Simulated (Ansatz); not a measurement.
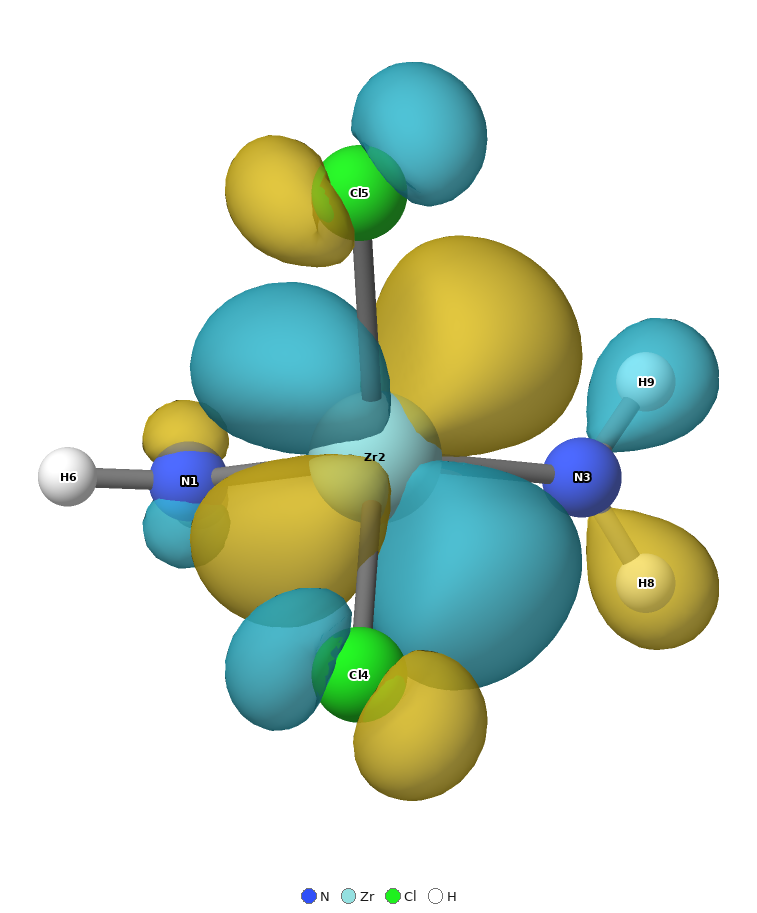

*Cl$_{2}$H$_{4}$N$_{2}$Zr (SMILES [NH2][Zr]([NH2])([Cl])[Cl]). One frontier orbital at ±0.1 Å⁻³ᐟ² (yellow and cyan are the two phases), seen from one side.*

Geometry: PBE0-D4/def2-TZVP; core potentials replace the inner electrons of Zr.

Computed with RKS PBE0-D4/def2-TZVPP (Ansatz).

Input

```
crystal:
  periodic: [false, false, false]
  atoms:
    - {symbol: N, position_ang: [-1.401143, 0.828974, 0.435730]}
    - {symbol: Zr, position_ang: [0.489997, 0.148038, 0.430692]}
    - {symbol: N, position_ang: [0.603189, -1.080185, -1.150698]}
    - {symbol: Cl, position_ang: [0.869293, -1.049852, 2.431943]}
    - {symbol: Cl, position_ang: [1.954616, 1.981747, 0.154774]}
    - {symbol: H, position_ang: [-1.771600, 1.475706, 1.120641]}
    - {symbol: H, position_ang: [-2.127688, 0.593031, -0.224975]}
    - {symbol: H, position_ang: [0.464132, -2.082281, -1.123184]}
    - {symbol: H, position_ang: [0.919193, -0.815168, -2.074923]}
basis:
  gaussian: {orbitals: def2-TZVPP}
hamiltonian: {xc: pbe0, dispersion: d4}
output: {orbitals: {seedname: orbitals}}
```

Command:

```sh
ansatz run in.yaml --threads 4 --pin off --events-out ev --progress --plain --max-ram 10444MiB
```

### Which orbital is it: HOMO or LUMO?

The LUMO, at −1.34 eV. It lies mainly on Zr2 (about 70 %), Cl4 (about 10 %), Cl5 (about 10 %) and N3 (about 5 %).
